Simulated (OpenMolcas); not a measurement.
Excited-state calculation, with input and output: BSiH$_{3}$ClO (part 1 of 3)

BSiH$_{3}$ClO, multiplicity 2, SMILES [SiH3]O[B]Cl, computed with MC-PDFT (tLSDA)/ANO-S-VDZ (OpenMolcas 26.06).

The geometry comes from this level: PBE0-D4/def2-TZVP.

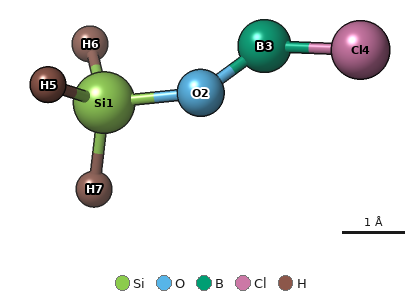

Figure 1. The structure as given in the input (ball-and-stick view, seen at a tilt; atoms are numbered from 1 in the order of the input). Bond lengths as drawn: B–Cl 1.75 Å, B–O 1.32 Å, H–Si 1.48 Å and O–Si 1.67 Å.

**Input**
```
* BClH3OSi MC-PDFT
>>> EXPORT MOLCAS_PRINT=2

&GATEWAY
  COORD
  7
  angstrom
  Si      -0.573000       0.775400       0.374800
  O        0.044900      -0.648400      -0.233600
  B        1.256200      -1.042100      -0.596600
  Cl       1.605000      -2.636800      -1.219100
  H       -1.201300       0.456800       1.676100
  H        0.515600       1.766600       0.541200
  H       -1.586300       1.260400      -0.588400
  BASIS=ANO-S-VDZ
  GROUP=NoSym

&SEWARD

&RASSCF
  FILEORB=$CurrDir/step2.RasOrb
  SPIN=2
  NACTEL=3 0 0
  INACTIVE=22
  RAS2=3
  CIROOT=5 5 1
  ORBLISTING=Nothing
  ORBAPPEAR=Compact

&MCPDFT
  KSDFT=T:LSDA
  LAMBDA=0.25
```

Machine: 1 thread of AMD EPYC (Zen 3), 128 GiB of memory available, shared host.

Launched with:
```bash
export MOLCAS_MEM=1860
pymolcas step13.inp > step13.log
```

**Log**
```
--- Start Module: gateway ---

                                              &GATEWAY

                       available to each process: 1.9 GB of memory, 1 thread

++    Symmetry information:
      ---------------------

                    Character Table for C1

                             E
                    a        1  x, y, xy, Rz, z, xz, Ry, yz, Rx, I
--

++    Basis set information:
      ----------------------

      Basis set label: SI.ANO-S...4S3P.

      Electronic valence basis set:
      ------------------
      Associated Effective Charge  14.000000 au
      Associated Actual Charge     14.000000 au
      Nuclear Model: Point charge

      Shell  nPrim  nBasis  Cartesian Spherical Contaminant
         s      13       4        X
         p      10       3        X

      Basis set label: O.ANO-S...3S2P.

      Electronic valence basis set:
      ------------------
      Associated Effective Charge   8.000000 au
      Associated Actual Charge      8.000000 au
      Nuclear Model: Point charge

      Shell  nPrim  nBasis  Cartesian Spherical Contaminant
         s      10       3        X
         p       6       2        X

      Basis set label: B.ANO-S...3S2P.

      Electronic valence basis set:
      ------------------
      Associated Effective Charge   5.000000 au
      Associated Actual Charge      5.000000 au
      Nuclear Model: Point charge

      Shell  nPrim  nBasis  Cartesian Spherical Contaminant
         s      10       3        X
         p       6       2        X

      Basis set label: CL.ANO-S...4S3P.

      Electronic valence basis set:
      ------------------
      Associated Effective Charge  17.000000 au
      Associated Actual Charge     17.000000 au
      Nuclear Model: Point charge

      Shell  nPrim  nBasis  Cartesian Spherical Contaminant
         s      13       4        X
         p      10       3        X

      Basis set label: H.ANO-S...2S.

      Electronic valence basis set:
      ------------------
      Associated Effective Charge   1.000000 au
      Associated Actual Charge      1.000000 au
      Nuclear Model: Point charge

      Shell  nPrim  nBasis  Cartesian Spherical Contaminant
         s       7       2        X
--

++    Molecular structure info:
      -------------------------

                    ************************************************
                    **** Cartesian Coordinates / bohr, angstrom ****
                    ************************************************

     Center  Label                x              y              z                     x              y              z
        1      SI1             -1.082813       1.465294       0.708269             -0.573000       0.775400       0.374800
        2      O2               0.084849      -1.225298      -0.441440              0.044900      -0.648400      -0.233600
        3      B3               2.373874      -1.969284      -1.127411              1.256200      -1.042100      -0.596600
        4      CL4              3.033010      -4.982830      -2.303765              1.605000      -2.636800      -1.219100
        5      H5              -2.270128       0.863227       3.167370             -1.201300       0.456800       1.676100
        6      H6               0.974343       3.338390       1.022720              0.515600       1.766600       0.541200
        7      H7              -2.997673       2.381811      -1.111915             -1.586300       1.260400      -0.588400

                    ***************************************
                    *    InterNuclear Distances / bohr    *
                    ***************************************

               1 SI1           2 O2            3 B3            4 CL4           5 H5            6 H6
    1 SI1      0.000000
    2 O2       3.150326        0.000000
    3 B3       5.207180        2.502740        0.000000
    4 CL4      8.221353        5.126300        3.301474        0.000000
    5 H5       2.796315        4.788670        6.930729        9.603800        0.000000
    6 H6       2.799868        4.874650        5.895180        9.194907        4.610049        0.000000
    7 H7       2.796384        4.791942        6.912726        9.593100        4.598662        4.609622

               7 H7
    7 H7       0.000000

                    *******************************************
                    *    InterNuclear Distances / angstrom    *
                    *******************************************

               1 SI1           2 O2            3 B3            4 CL4           5 H5            6 H6
    1 SI1      0.000000
    2 O2       1.667081        0.000000
    3 B3       2.755521        1.324393        0.000000
    4 CL4      4.350553        2.712721        1.747065        0.000000
    5 H5       1.479746        2.534055        3.667584        5.082112        0.000000
    6 H6       1.481626        2.579554        3.119595        4.865735        2.439533        0.000000
    7 H7       1.479782        2.535787        3.658057        5.076450        2.433507        2.439307

               7 H7
    7 H7       0.000000

                    **************************************
                    *    Valence Bond Angles / degree    *
                    **************************************
                          Atom centers                 Phi
                      5 H5       1 SI1      6 H6       110.93
                      5 H5       1 SI1      7 H7       110.62
                      6 H6       1 SI1      7 H7       110.91
--

            Nuclear Potential Energy            174.53206697 au

--- Stop Module: gateway /rc=_RC_ALL_IS_WELL_ ---

--- Start Module: seward ---

                                              &SEWARD

                       available to each process: 1.9 GB of memory, 1 thread

               SEWARD will generate:
                  Multipole Moment integrals up to order  2
                  Kinetic Energy integrals
                  Nuclear Attraction integrals (point charge)
                  One-Electron Hamiltonian integrals
                  Velocity integrals
                  Orbital angular momentum around (  1.0641  -1.8058  -0.8294 )
                  Velocity quadrupole around (  1.0641  -1.8058  -0.8294 )
                  Two-Electron Repulsion integrals

                   Integrals are discarded if absolute value <: 1.00E-14
                   Integral cutoff threshold is set to       <: 1.00E-16

            Nuclear Potential Energy            174.53206697 au

      Basis set specifications :
      Symmetry species         a
      Basis functions           50

--- Stop Module: seward /rc=_RC_ALL_IS_WELL_ ---
--- Module seward spent 2 seconds ---

--- Start Module: rasscf ---

                                              &RASSCF

                       available to each process: 1.9 GB of memory, 1 thread

      Header of the ONEINT file:
      --------------------------

      OrdInt status: non-squared

      Cartesian coordinates in angstrom:
      -----------------------------------------------------
      No.  Label        X            Y            Z
      -----------------------------------------------------
       1   SI1       -0.57300000   0.77540000   0.37480000
       2   O2         0.04490000  -0.64840000  -0.23360000
       3   B3         1.25620000  -1.04210000  -0.59660000
       4   CL4        1.60500000  -2.63680000  -1.21910000
       5   H5        -1.20130000   0.45680000   1.67610000
       6   H6         0.51560000   1.76660000   0.54120000
       7   H7        -1.58630000   1.26040000  -0.58840000
      -----------------------------------------------------
      Nuclear repulsion energy =  174.53206697

++    Wave function specifications:
      -----------------------------

      Number of closed shell electrons          44
      Number of electrons in active shells       3
      Max number of holes in RAS1 space          0
      Max nr of electrons in RAS3 space          0
      Number of inactive orbitals               22
      Number of active orbitals                  3
      Number of secondary orbitals              25
      Spin quantum number                      0.5
      State symmetry                             1
--

++    Orbital specifications:
      -----------------------

      Symmetry species                           1
                                                 a
      Frozen orbitals                            0
      Inactive orbitals                         22
      Active orbitals                            3
      RAS1 orbitals                              0
      RAS2 orbitals                              3
      RAS3 orbitals                              0
      Secondary orbitals                        25
      Deleted orbitals                           0
      Number of basis functions                 50
--

++    CI expansion specifications:
      ----------------------------

      Number of CSFs                             8
      Number of determinants                     9
      Number of root(s) required                 5
      Root chosen for geometry opt.              5
      CI roots used                              1     2     3     4     5
      weights                                0.200 0.200 0.200 0.200 0.200
      highest root included in the CI            5
      max. size of the explicit Hamiltonian      8
--

++    Optimization specifications:
      ----------------------------

      RASSCF algorithm: Conventional
      Maximum number of macro iterations       200
      Maximum number of SX iterations          100
      Threshold for RASSCF energy            1.000E-08
      Threshold for max MO rotation          1.000E-01
      Threshold for max BLB element          1.000E-04
      Level shift parameter                  5.000E-01
      Make Quasi-Newton update
--

      The MO-coefficients are taken from the file:
      step2.RasOrb
      Title: RASSCF average (pseudo-natural) orbitals

      Total molecular charge    0.00

      ************************************************************************************************************************
      *                                            Wave function control section                                             *
      ************************************************************************************************************************

                                         RASSCF iterations: Energy and convergence statistics
                                         ----------------------------------------------------

          iter iter root      energy       change     param      element    value   shift minimum  type update hh:mm:ss
 Nr of preliminary CI iterations:   1
        1   1    3    0  -849.46387068    0.00E+00   1.53E-05   20  23 1 -5.81E-06   0.37   0.00    SX    NO    0:00:00
        2   1    3    0  -849.46387069   -4.86E-10  -1.51E-05   20  23 1 -5.75E-06   0.37   0.00    SX    NO    0:00:00
        3   1    3    0  -849.46387069   -3.17E-10   1.50E-05   20  23 1 -5.69E-06   0.37   0.00    SX    NO    0:00:00
        4   1    3    0  -849.46387069   -2.58E-10   1.48E-05   20  23 1 -5.63E-06   0.37   0.00    SX    NO    0:00:00
      Convergence after  4 iterations
        5   1    3    0  -849.46387069   -2.26E-10   1.48E-05   20  23 1 -5.58E-06   0.37   0.00    SX    NO    0:00:00

      ************************************************************************************************************************
                                                      Wave function printout:
                       occupation of active orbitals, and spin coupling of open shells (u,d: Spin up or down)
      ************************************************************************************************************************

      Note: transformation to natural orbitals
      has been made, which may change the order of the CSFs.

      printout of CI-coefficients larger than  0.05 for root  1
      energy=    -849.647906
      conf/sym  111     Coeff  Weight
             1  2u0   0.99258 0.98521
             2  u20  -0.12098 0.01464

      printout of CI-coefficients larger than  0.05 for root  2
      energy=    -849.525587
      conf/sym  111     Coeff  Weight
             3  20u   0.96468 0.93061
             4  udu  -0.25789 0.06651
             6  uud   0.05293 0.00280

      printout of CI-coefficients larger than  0.05 for root  3
      energy=    -849.438044
      conf/sym  111     Coeff  Weight
             1  2u0  -0.12112 0.01467
             2  u20  -0.97519 0.95100
             7  u02   0.18528 0.03433

      printout of CI-coefficients larger than  0.05 for root  4
      energy=    -849.393147
      conf/sym  111     Coeff  Weight
             3  20u   0.24043 0.05781
             4  udu   0.78112 0.61015
             6  uud  -0.57623 0.33204

      printout of CI-coefficients larger than  0.05 for root  5
      energy=    -849.314670
      conf/sym  111     Coeff  Weight
             3  20u  -0.10726 0.01151
             4  udu  -0.56862 0.32333
             6  uud  -0.81557 0.66516

      Natural orbitals and occupation numbers for root  1
      sym 1:   1.999837   0.999861   0.000302

      Natural orbitals and occupation numbers for root  2
      sym 1:   1.993676   0.006324   1.000000

      Natural orbitals and occupation numbers for root  3
      sym 1:   0.999481   1.931857   0.068662

      Natural orbitals and occupation numbers for root  4
      sym 1:   1.270525   0.729477   0.999998

      Natural orbitals and occupation numbers for root  5
      sym 1:   1.087096   0.912903   1.000001

      ************************************************************************************************************************
      *                                                    Final results                                                     *
      ************************************************************************************************************************

++    Final optimization conditions:
      ------------------------------

      Average CI energy                            -849.46387069
      RASSCF energy for state  5                   -849.31467009
      Super-CI energy                                -0.00000000
      RASSCF energy change                           -0.00000000
      Max change in MO coefficients               1.442E-05
      Max non-diagonal density matrix element     1.484E-05
      Maximum BLB matrix element                 -5.577E-06
      (orbital pair  20,  23 in symmetry   1)
      Norm of electronic gradient            1.543E-01
--

      Final state energy(ies):
      ------------------------

::    RASSCF root number  1 Total energy:   -849.64790572
::    RASSCF root number  2 Total energy:   -849.52558715
::    RASSCF root number  3 Total energy:   -849.43804374
::    RASSCF root number  4 Total energy:   -849.39314674
::    RASSCF root number  5 Total energy:   -849.31467009
      Von Neumann Entropy (Root   1) =  0.50206
```
